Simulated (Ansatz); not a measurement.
A series of calculations on CH3OSi

**1. Relaxation**

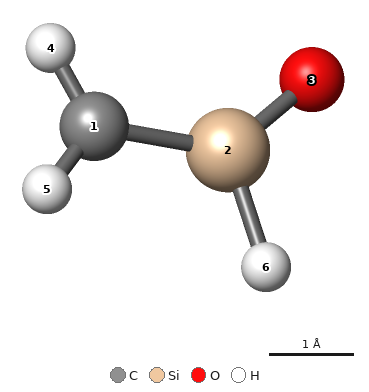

This is the input geometry for a relaxation of CH3OSi (charge −1). Style: ball-and-stick. Shown at a tilt.

The run prepares an end point of a later path (torsion) calculation, from a guessed geometry.

The calculation used RKS PBE-D4/def2-SVP (Ansatz).

The input:
```yaml
crystal:
  periodic: [false, false, false]
  atoms:
    - { symbol: C, position_ang: [-0.48577, 0.4039, -0.71752] }
    - { symbol: Si, position_ang: [0.38936, -0.4303, 0.57008] }
    - { symbol: O, position_ang: [0.62372, -1.90263, 0.93911] }
    - { symbol: H, position_ang: [-1.04376, -0.11818, -1.48833] }
    - { symbol: H, position_ang: [-0.5382, 1.48362, -0.79771] }
    - { symbol: H, position_ang: [1.05464, 0.56358, 1.49437] }
total_charge: -1
basis:
  gaussian: { orbitals: def2-SVP }
hamiltonian:
  xc: pbe
  dispersion: d4
relax:
  f_tol: 0.015
  max_steps: 40
```

Command:
```bash
ansatz run input.yaml --threads 1 --pin off --max-ram 2048MiB --backend cpu --events-out ev --progress --plain --runs-dir out
```

> What does the optimiser find from here?

The energy falls by 9.01 kJ/mol in 6 geometry steps. Largest force component: 2.4 eV/Å at the start, 0.00035 eV/Å at the end. The largest moves after the best rigid fit, 0.066 Å, are those of H5 and H6. By element the largest moves are H 0.066 Å, O 0.047 Å, C 0.021 Å, Si 0.013 Å. Among the contacts that change: Si2–O3 1.536 → 1.585 Å, Si2–H6 1.512 → 1.544 Å, C1–H5 1.084 → 1.106 Å, C1–H4 1.085 → 1.104 Å. Bond angles that change, for instance: Si2–C1–H5 123.3° → 119.2°, Si2–C1–H4 123.0° → 125.1°.

The structure at the end:

```xyz
6

C    -0.4937    0.3842   -0.7155
Si    0.3835   -0.4315    0.5590
O     0.6299   -1.9483    0.9472
H    -1.0624   -0.1188   -1.5177
H    -0.4974    1.4900   -0.7470
H     1.0401    0.6244    1.4740
```

The end point in the same view:

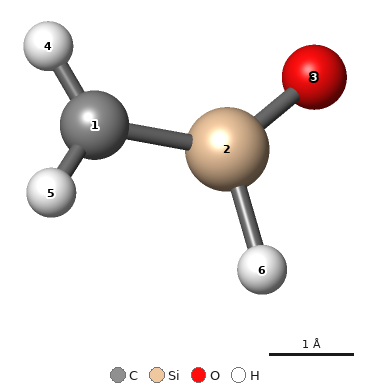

Limits of the set-up: the basis has no diffuse functions, which an anion needs.

**2. Relaxation**

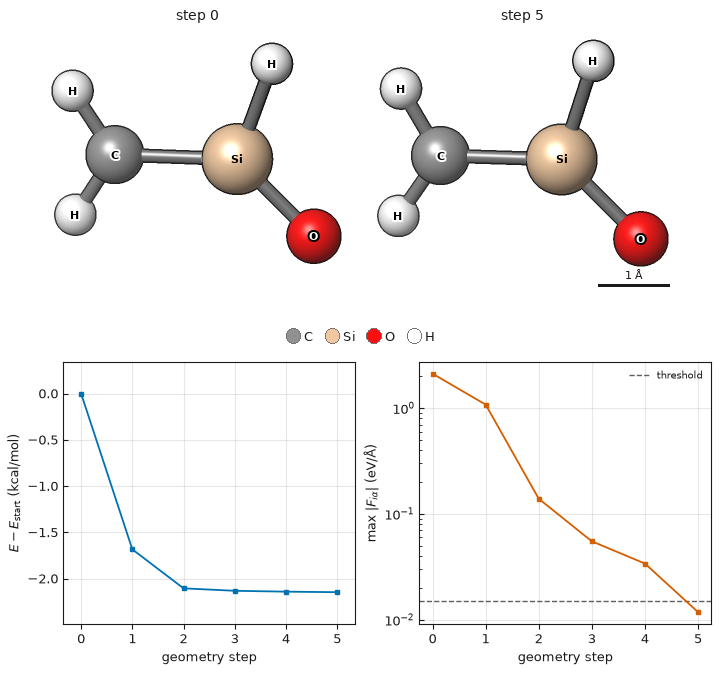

First and last geometry of a relaxation of CH$_{3}$OSi (charge −1), with the history of the run. A ball-and-stick model, seen at a tilt.

The run prepares an end point of a later path (torsion) calculation, from a guessed geometry.

Level of theory: Ansatz 0.2.0, RKS PBE-D4/def2-SVP. (no spin polarisation; force threshold 0.015 eV/Å; at most 40 steps)

Read the history and describe the run.

Answer. It converged. The atom that moves furthest after the best rigid fit is an H atom (0.065 Å). By element the largest moves are H 0.065 Å, O 0.047 Å, C 0.020 Å, Si 0.013 Å. Some distances before and after: O–Si 1.536 → 1.585 Å, H–Si 1.512 → 1.544 Å, C–H 1.085 → 1.106 Å, C–Si 1.766 → 1.749 Å. Bond angles that change, for instance: Si–C–H 123.0° → 119.3°. After 5 geometry steps the energy has fallen by 2.15 kcal/mol. The largest force component goes from 2.1 to 0.012 eV/Å. Cost: 8 s on 1 thread of Arm Neoverse V2, with other jobs on the host, peak memory 0.12 GiB.

Limits of the set-up: the basis has no diffuse functions, which an anion needs.

**3. Path**

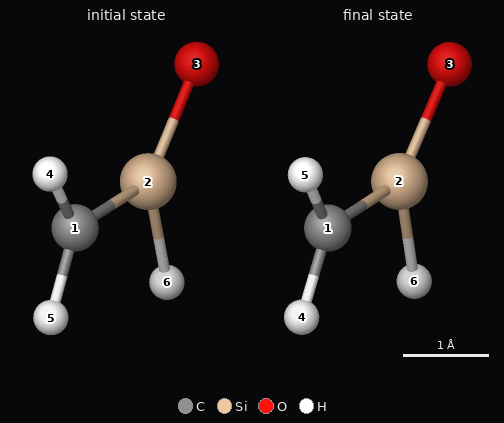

The two relaxed end points of a path for CH₃OSi (charge −1). A ball-and-stick model, seen from a free direction.

Method: RKS PBE-D4/def2-SVP in Ansatz.

Run with 5 movable images; climbing image; force threshold 0.03 eV/Å; iteration limit 60.

Start:
```xyz
6

C    -0.4937    0.3843   -0.7155
Si    0.3834   -0.4316    0.5590
O     0.6298   -1.9484    0.9471
H    -1.0623   -0.1187   -1.5177
H    -0.4974    1.4901   -0.7469
H     1.0401    0.6243    1.4741
```

End:
```xyz
6

C    -0.4929    0.3845   -0.7155
Si    0.3836   -0.4317    0.5591
O     0.6306   -1.9486    0.9466
H    -0.4993    1.4902   -0.7465
H    -1.0607   -0.1194   -1.5180
H     1.0386    0.6248    1.4743
```

> Predict the minimum-energy path and its barrier.

The barrier is about 92.7 kJ/mol in both directions, with image 3 at the top; the ends have the same energy. The motion is a rotation about the C1–Si2 bond by about 180°. No bond forms or breaks between the ends. Among the angles between lasting bonds that change up to the highest image: Si2–C1–H4 125.1° → 108.2°, Si2–C1–H5 119.2° → 108.3°. The band converged in 9 iterations. The largest component of the band force went from 25 to 0.019 eV/Å. The climbing image converged on the top of the path. Its vibrational analysis gives one imaginary mode (588i cm⁻¹), as a transition state must have.

Energies of the converged images:

| image | path (Å) | E (kJ/mol) |
| --- | --- | --- |
| 0 | 0.00 | 0.0 |
| 1 | 0.59 | 19.0 |
| 2 | 1.19 | 63.2 |
| 3 | 1.78 | 92.7 |
| 4 | 2.37 | 63.3 |
| 5 | 2.97 | 19.0 |
| 6 | 3.56 | 0.0 |

The geometry at the top of the path:

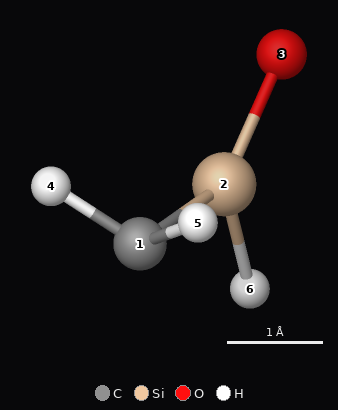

Limits of the set-up: the basis has no diffuse functions, which an anion needs.
